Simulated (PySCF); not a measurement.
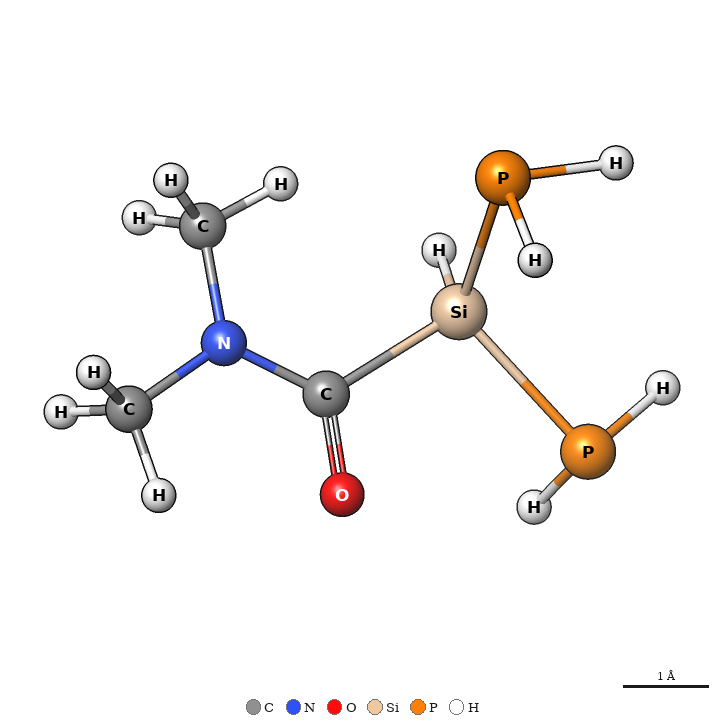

Rendered structure (ball-and-stick style). Multiple sticks mark multiple bonds (one Kekulé form).

Computed geometry: PBE0-D3(BJ)/def2-SVP optimisation. No frequency run is at hand to confirm it as a minimum.

Question: Give the formula.

Answer: C₃H₁₁NOP₂Si, 19 atoms: 3 carbon, 11 hydrogen, 1 nitrogen, 1 oxygen, 2 phosphorus and 1 silicon.

Question: Write the SMILES.

Answer: CN(C)C(=O)[SiH](P)P

The parts below concern this one geometry. Atoms keep their numbers from picture to picture.

### Symmetry

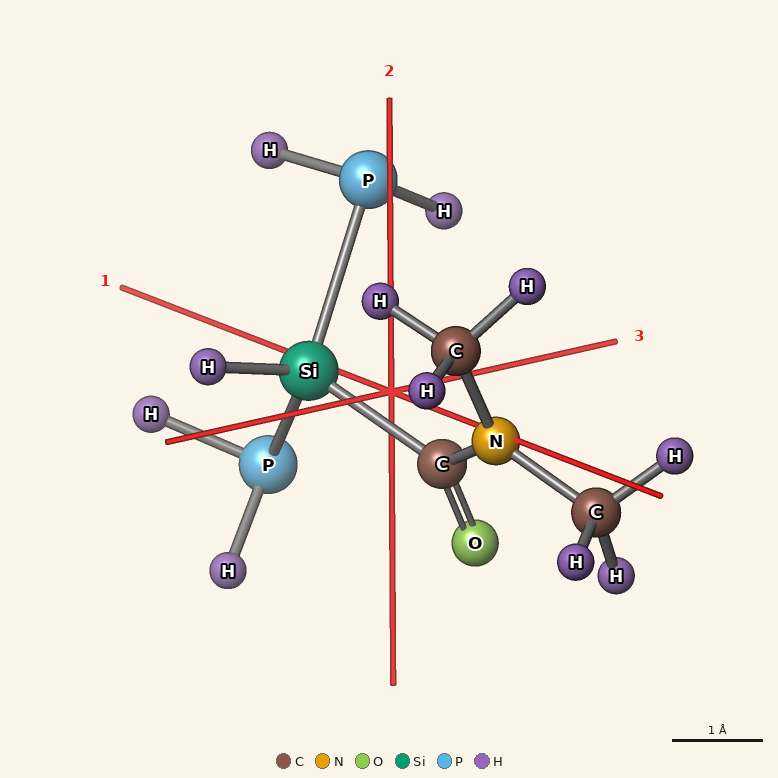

The three principal axes of inertia are drawn and numbered. Distant atoms are faded towards the background colour. No frequency run is at hand to confirm it as a minimum. Masses are those of the most abundant isotopes; constants are for the rigid equilibrium geometry.

Question: Which line is the a axis (least moment of inertia), which b and which c?

Answer: a is line 1, b is line 2, c is line 3; the moments are 352, 613, 865 u Å².

Question: What kind of rotor is it, and what are its rotational constants in cm⁻¹?

Answer: An asymmetric top (C1): A = 0.0480, B = 0.0275, C = 0.0195 cm⁻¹. Ray's parameter κ is −0.44, nearer the prolate limit.

### Dipole moment

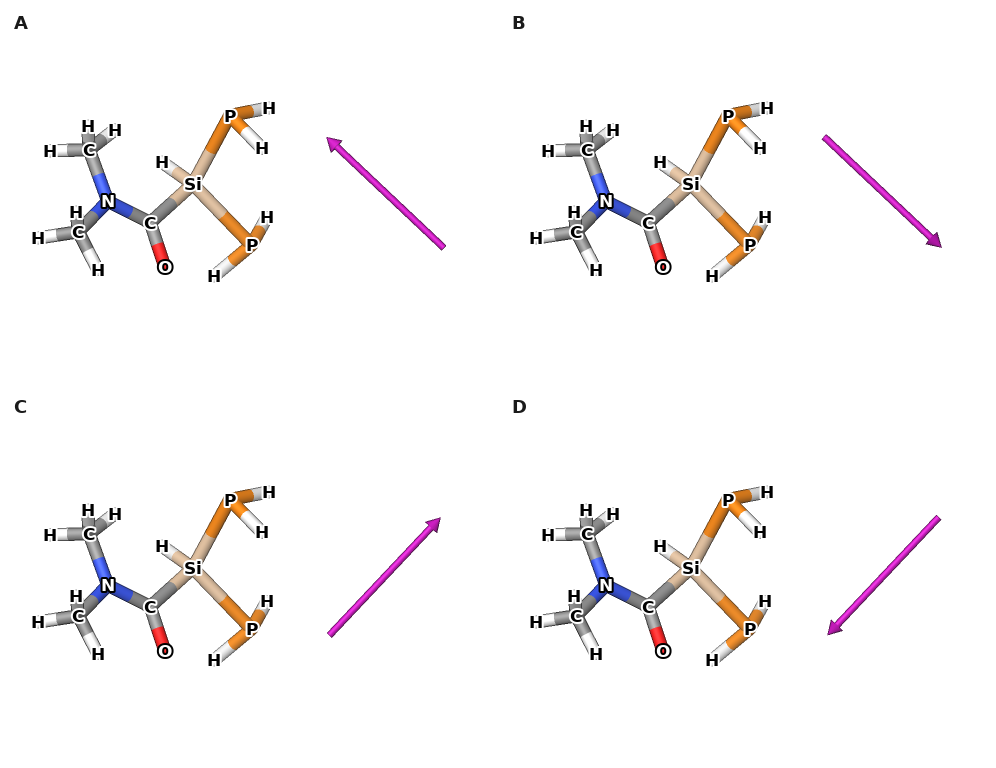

The same molecule four times, each with an arrow. No frequency run is at hand to confirm it as a minimum. Properties computed with PBE0/pcSseg-1, gas phase (PySCF 2.14.0).

Question: Which arrow points along the dipole moment, from the negative to the positive end?

Answer: A. The dipole moment is 3.38 D.

### NMR shielding

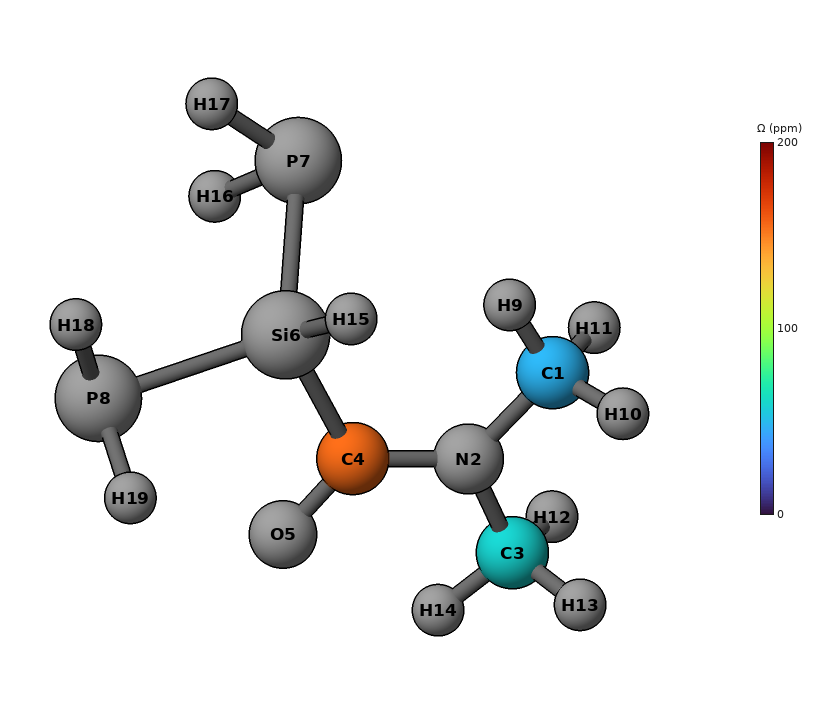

The C atoms are coloured by the span of their shielding tensor. No frequency run is at hand to confirm it as a minimum. Method: GIAO ωB97X-D/pcSseg-1 NMR shielding, non-relativistic, gas phase (PySCF 2.14.0). Principal shieldings σ11 ≤ σ22 ≤ σ33, span Ω = σ33 − σ11, skew κ = 3(σiso − σ22)/Ω.

Question: Which C atom has the most anisotropic shielding?

Answer: C4, with a span of 155 ppm.

Give the shielding tensors of the C atoms.

```tsv
atom	σ11	σ22	σ33	σiso	Ω	κ
C1	128.9	130.3	177.3	145.5	48.4	0.94
C3	125.2	152.4	183.8	153.8	58.7	0.07
C4	−73.0	−2.3	81.7	2.1	154.7	0.09
```

Shieldings and span in ppm.

### Quadrupole coupling

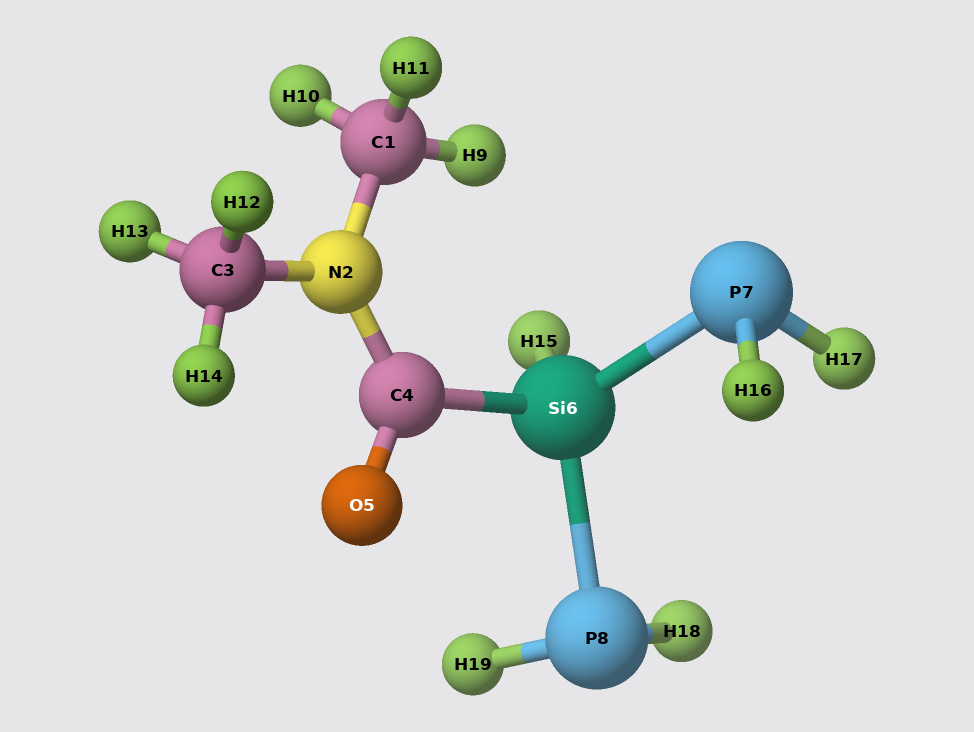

No frequency run is at hand to confirm it as a minimum. Electric field gradients from the ground-state density, PBE0/pcSseg-1 (PySCF 2.14.0), non-relativistic apart from any core potentials.

Give the largest field-gradient component, the quadrupole coupling constant and the asymmetry for 14N at N2 (Q = 20.44 mb), 17O at O5 (Q = −25.6 mb), 2H at H9 (Q = 2.86 mb), 2H at H10 (Q = 2.86 mb), 2H at H11 (Q = 2.86 mb), 2H at H12 (Q = 2.86 mb).

| atom | V_zz (a.u.) | e²qQ/h (MHz) | η |
| --- | --- | --- | --- |
| N2 | −0.977 | −4.69 | 0.08 |
| O5 | −1.507 | 9.06 | 0.03 |
| H9 | 0.287 | 0.193 | 0.12 |
| H10 | 0.279 | 0.188 | 0.06 |
| H11 | 0.280 | 0.188 | 0.07 |
| H12 | 0.283 | 0.190 | 0.07 |
